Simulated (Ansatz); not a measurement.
CH4AlFO

Input

```
crystal:
  periodic: [false, false, false]
  atoms:
    - { symbol: Al, position_ang: [-0.236205, 0.551823, 0.146871] }
    - { symbol: F, position_ang: [1.046675, 1.012517, 1.245772] }
    - { symbol: C, position_ang: [0.462001, -1.182719, -0.333734] }
    - { symbol: H, position_ang: [1.303797, -0.983905, 0.337548] }
    - { symbol: O, position_ang: [-1.603861, 1.551413, -0.212691] }
    - { symbol: H, position_ang: [-0.11405, -2.067727, -0.006496] }
    - { symbol: H, position_ang: [0.804373, -1.31372, -1.376792] }
    - { symbol: H, position_ang: [-1.66273, 2.432218, 0.199322] }
basis:
  gaussian: { orbitals: cc-pVDZ }
hamiltonian:
  xc: pbe
relax:
  f_tol: 0.03
  max_steps: 50
output:
  orbitals: {}
```

Launched as:

```sh
ansatz run input.yaml --threads 2 --pin off --max-ram 3072MiB --backend cpu --events-out ev --progress --plain --runs-dir out
```

The fields are those of the relaxed geometry.

Level of theory: Ansatz, RKS PBE/cc-pVDZ.

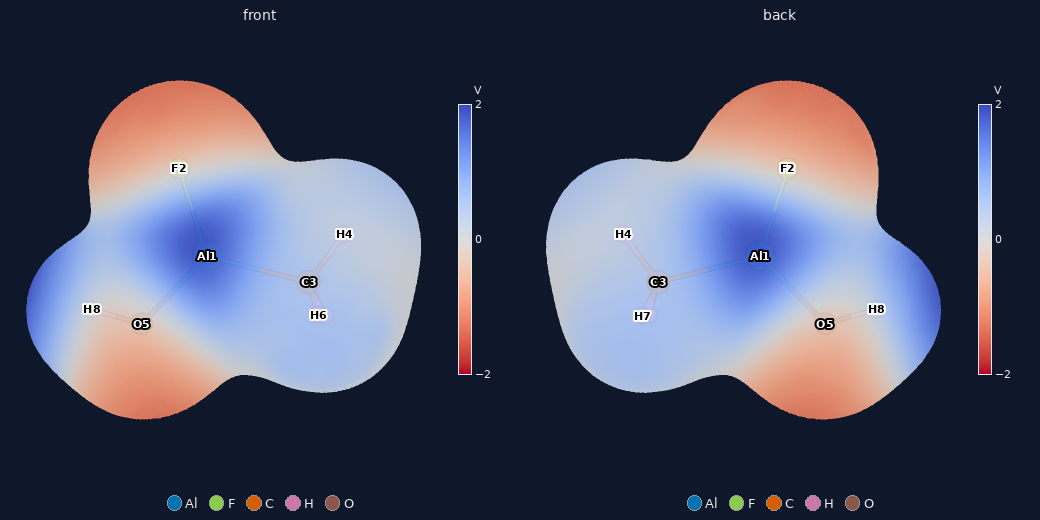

Figure 1. The electrostatic potential painted on the density surface at 0.001 e/bohr³, seen from the front and from behind; the colour scale runs from red (negative) to blue (positive).

Q: Describe the electrostatic potential map.

A: The most negative region (about −1.3 V) lies over F2 and O5, the most positive (about +1.8 V) over Al1 and H8.

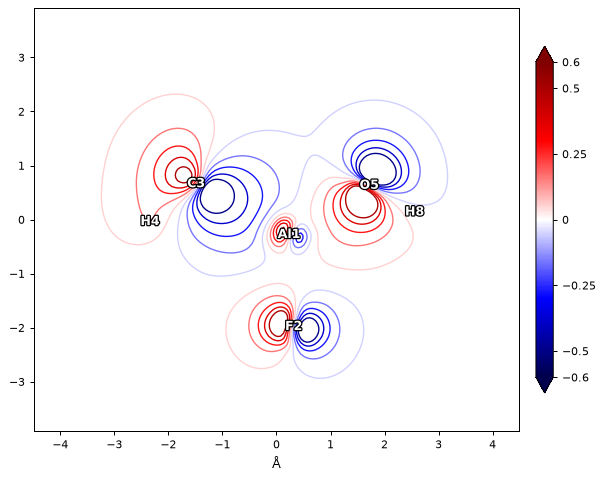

Figure 2. The HOMO−1 on the plane of atoms Al1, O5 and H8 (values in Å⁻³ᐟ²; the overall sign is arbitrary).

Q: What is the character of this orbital?

A: Its weight (Hirshfeld) is mainly on C3 (about 30 %), O5 (about 30 %), Al1 (about 15 %) and F2 (about 10 %). Its energy is −7.38 eV.

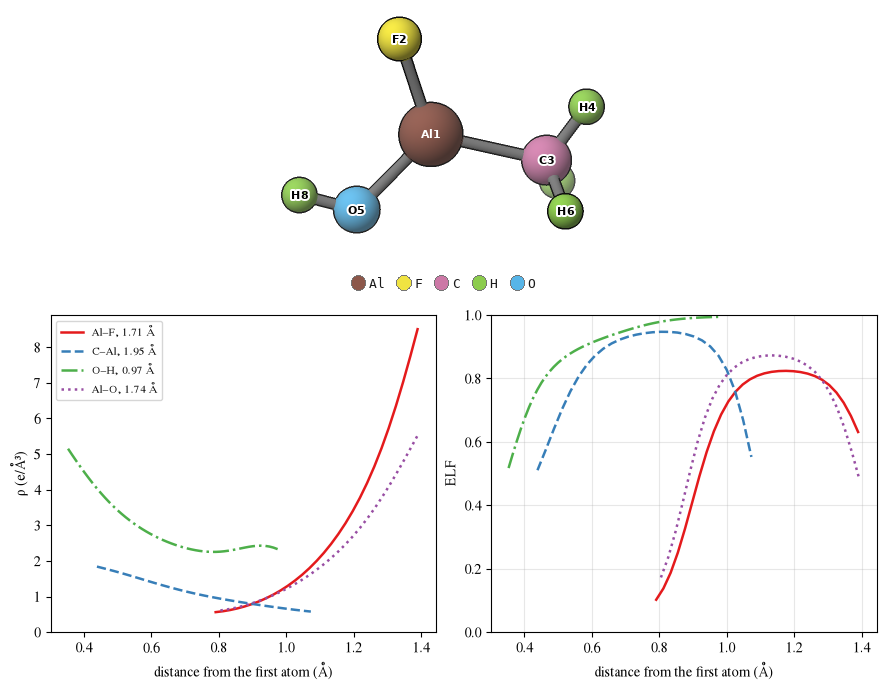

Figure 3. Total electron density and ELF along straight lines between neighbouring atoms. The curves leave out the atomic cores. The structure is drawn too.

Q: Compare the contacts.

A: Al–F (1.71 Å): ρ at the midpoint is about 0.67 e/Å³; the ELF peaks at about 0.80 in the valence shell of F, 0.5 Å from its nucleus, and is about 0.25 at the midpoint.
C–Al (1.95 Å): ρ at the midpoint is about 0.69 e/Å³; the ELF peaks at about 0.95 between the atoms, as expected for a shared but strongly polarised pair.
O–H (0.97 Å): ρ at the midpoint is about 3.5 e/Å³; the ELF climbs to about 1 towards the hydrogen, as it does in any bond to H (a covalent bond by its length).
Al–O (1.74 Å): the density is about 0.73 e/Å³ at the midpoint; the ELF peaks at about 0.85 in the valence shell of O, 0.6 Å from its nucleus, and is about 0.40 at the midpoint.
